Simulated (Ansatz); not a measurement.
```
Ta H
1.0
     3.56005    0.00000    0.00000
     0.00000    4.86896    0.00000
     0.00000    0.00000    4.91887
Ta H
4 4
Direct
  0.25000 0.25000 0.00000
  0.75000 0.75000 0.00000
  0.25000 0.75000 0.50000
  0.75000 0.25000 0.50000
  0.00000 0.00000 0.25000
  0.50000 0.50000 0.25000
  0.00000 0.00000 0.75000
  0.50000 0.50000 0.75000
```

Space group Cccm; a generated structure, not necessarily the stable one; changed on purpose from its base cell (volume × 1.03, shape and atoms relaxed); computed pressure about −6 GPa in this cell.

These are results of DFT PBE, scalar-relativistic, plane waves, PAW in Ansatz 0.2.0, not measurements.

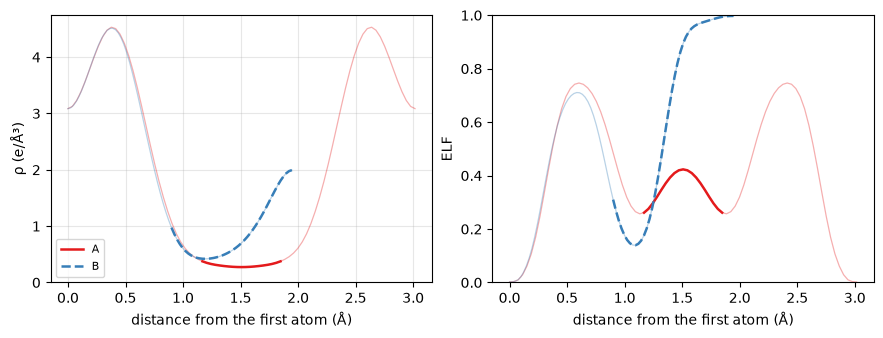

TaH. Valence electron density and ELF along straight lines between neighbouring atoms. Thin, pale parts lie inside the atomic spheres.

Core electrons are frozen (PAW), and the valence fields are smoothed inside the atomic spheres.

Q: Which curve belongs to which contact (Ta–H and Ta–Ta)? The first atom named is at distance zero.

A: Curve A: Ta–Ta (3.02 Å): ρ is about 0.27 e/Å³ halfway; the ELF is about 0.40 at the midpoint. Curve B: Ta–H (1.95 Å): ρ is about 0.68 e/Å³ halfway; the ELF climbs to about 1 towards the hydrogen.
